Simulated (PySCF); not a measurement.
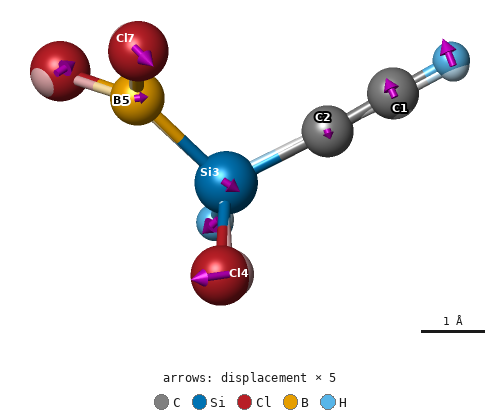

This is a relaxation of C₂H₂BCl₃Si. The starting structure is drawn faded, the final one solid; purple arrows show the displacements, magnified 5 times. The two geometries are superimposed by the best rigid fit.

The picture is a ball-and-stick view, seen at a tilt.

The start comes from GFN2-xTB. Its atoms were then displaced at random by about 0.01 Å.

The calculation used PBE0-D3(BJ)/def2-SVP geometry optimisation, gas phase (PySCF 2.14.0, density-fitted response routines). 

### What happened in the run?

The energy falls by 12.2 kJ/mol in 7 geometry steps. A Cl atom moves most after the best rigid fit: 0.14 Å. Largest moves by element: Cl 0.14 Å, H 0.10 Å, C 0.07 Å, Si 0.07 Å, B 0.05 Å. Among the contacts that change: H–Si 1.442 → 1.488 Å, B–Si 1.984 → 2.022 Å, C–Si 1.866 → 1.828 Å, Cl–Si 2.040 → 2.076 Å. Bond angles that change, for instance: Cl–Si–B 111.7° → 107.2°, C–Si–Cl 105.4° → 109.6°, C–Si–H 105.4° → 109.6°.
